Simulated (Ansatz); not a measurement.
**BH4NO2···HF: density, localisation and related maps**

Input file:

```
crystal:
  periodic: [false, false, false]
  atoms:
    - {symbol: B, position_ang: [-0.609402, 0.367100, 0.028884]}
    - {symbol: F, position_ang: [2.017925, -0.899183, -1.008311]}
    - {symbol: O, position_ang: [-0.016676, 1.359537, -0.693845]}
    - {symbol: O, position_ang: [-1.959942, 0.203496, -0.009234]}
    - {symbol: H, position_ang: [1.315498, -1.019908, -0.369781]}
    - {symbol: N, position_ang: [0.167915, -0.573464, 0.814089]}
    - {symbol: H, position_ang: [0.925698, 1.225099, -0.833003]}
    - {symbol: H, position_ang: [-2.373049, 0.786412, -0.651207]}
    - {symbol: H, position_ang: [0.897409, -0.187986, 1.397031]}
    - {symbol: H, position_ang: [-0.365276, -1.261105, 1.325377]}
basis:
  gaussian: {orbitals: def2-TZVPP}
hamiltonian: {xc: pbe0, dispersion: d4}
output: {orbitals: {seedname: orbitals}}
```

Command:

```sh
ansatz run in.yaml --threads 4 --pin off --events-out ev --progress --plain --max-ram 9574MiB
```

The product side of a reaction path; geometry: PBE0-D4/def2-TZVP.

These are results of Ansatz, RKS PBE0-D4/def2-TZVPP, not measurements.

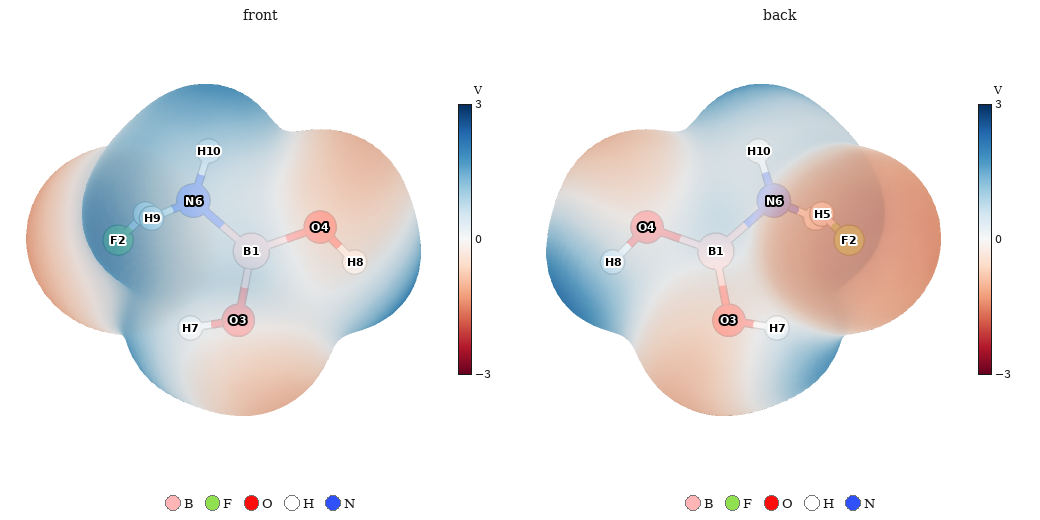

Figure 1. The electrostatic potential painted on the density surface at 0.001 e/bohr³, seen from the front and from behind; the colour scale runs from red (negative) to blue (positive).

**Describe the electrostatic potential map.**

The most negative region (about −1.4 V) lies over F2, the most positive (about +2.0 V) over H8.

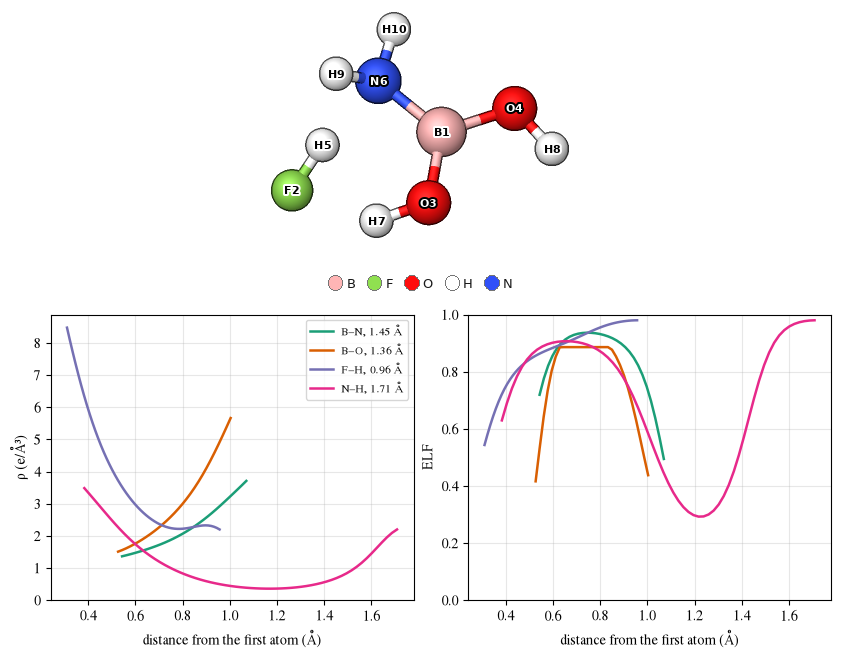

Figure 2. Electron density and electron localisation function along straight lines between neighbouring atoms. The curves leave out the atomic cores. The structure is drawn too.

**What can be read from the curves?**

B–N (1.45 Å): the density is about 1.8 e/Å³ at the midpoint; the ELF peaks at about 0.95 between the atoms, as expected for a polar covalent bond.
B–O (1.36 Å): the density is about 2.1 e/Å³ at the midpoint; the ELF peaks at about 0.90 between the atoms: a short, strongly polar bond.
F–H (0.96 Å): the density is about 4.4 e/Å³ at the midpoint; the ELF climbs to about 1 towards the hydrogen, as it does in any bond to H (a covalent bond by its length).
N6···H5 (1.71 Å): the density falls to about 0.36 e/Å³ on the way; the ELF dips to about 0.30 between them (by its geometry a hydrogen bond between the two molecules, with no shared pair).

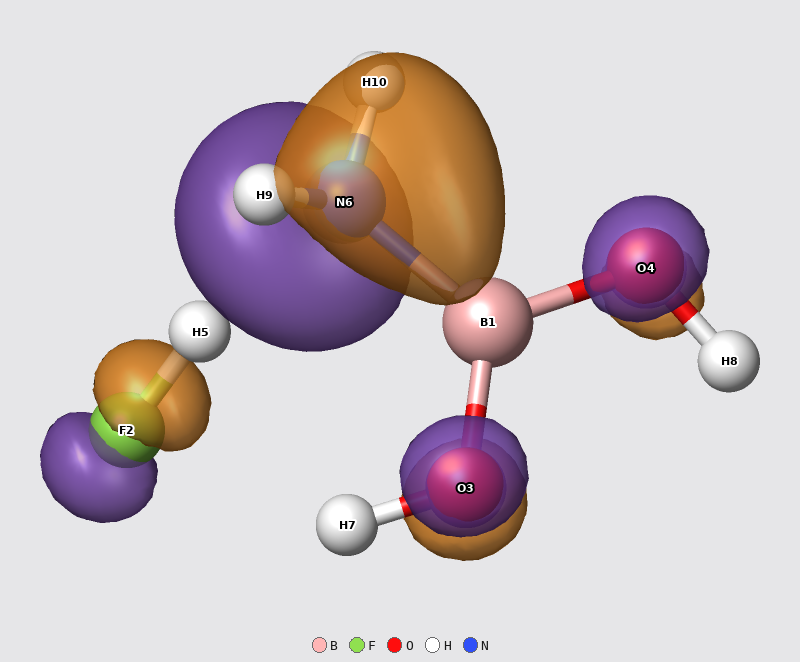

Figure 3. The HOMO at ±0.15 Å⁻³ᐟ² (orange and purple are the two phases), seen across its widest extent.

**What is the character of this orbital?**

It lies mainly on N6 (about 55 %), F2 (about 10 %), B1 (about 5 %), O3 (about 5 %) and O4 (about 5 %). Its energy is −8.86 eV.
